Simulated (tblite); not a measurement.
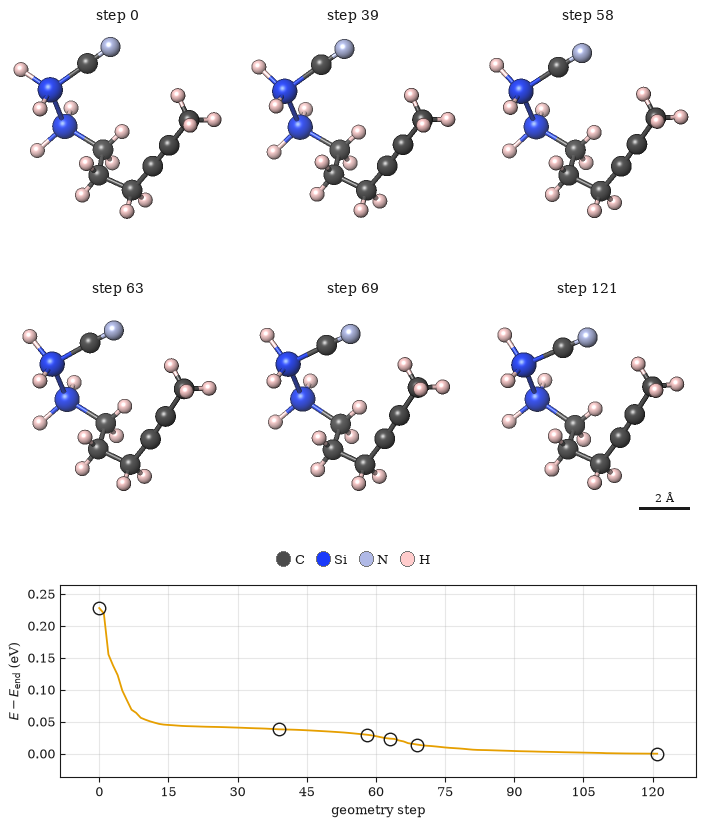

Frames of a relaxation of C$_{7}$H$_{13}$NSi$_{2}$, marked on the history of the run. Style: ball-and-stick. Shown at a tilt.

Method: GFN2-xTB geometry optimisation, gas phase (tblite 0.8.0). 

What happens along the run?

Answer. After 121 geometry steps the energy has fallen by 0.228 eV. The N atom moves most after the best rigid fit: 1.01 Å. Largest moves by element: N 1.01 Å, C 0.69 Å, H 0.66 Å, Si 0.18 Å. Among the contacts that change: C–Si 1.867 → 1.901 Å, H–Si 1.499 → 1.468 Å, C–C 1.548 → 1.527 Å, C–H 1.103 → 1.090 Å. Bond angles that change, for instance: C–Si–H 112.0° → 103.0°, Si–Si–H 109.6° → 116.9°, Si–Si–H 109.5° → 116.3°. The run took 2.4 s on 1 thread of Arm Neoverse N1, with other jobs on the host. From step 0 to 39: an H atom moves most (0.18 Å), energy −0.190 eV. From step 39 to 58: the N atom moves most (0.30 Å), energy −0.008 eV. From step 58 to 63: the N atom moves most (0.27 Å), energy −0.006 eV. From step 63 to 69: the N atom moves most (0.21 Å), energy −0.009 eV. From step 69 to 121: H atoms move most (0.19 Å), energy −0.014 eV.

| step | E − E(0), eV |
| --- | --- |
| 0 | 0.0000 |
| 1 | -0.0083 |
| 2 | -0.0727 |
| 3 | -0.0899 |
| 4 | -0.1050 |
| 5 | -0.1291 |
| 6 | -0.1442 |
| 7 | -0.1590 |
| 8 | -0.1640 |
| 9 | -0.1717 |
| 10 | -0.1747 |
| 16 | -0.1834 |
| 22 | -0.1855 |
| 28 | -0.1866 |
| 33 | -0.1879 |
| 39 | -0.1898 |
| 45 | -0.1913 |
| 51 | -0.1938 |
| 57 | -0.1975 |
| 63 | -0.2043 |
| 68 | -0.2125 |
| 74 | -0.2174 |
| 80 | -0.2210 |
| 86 | -0.2228 |
| 92 | -0.2241 |
| 98 | -0.2251 |
| 103 | -0.2259 |
| 109 | -0.2268 |
| 115 | -0.2276 |
| 121 | -0.2279 |
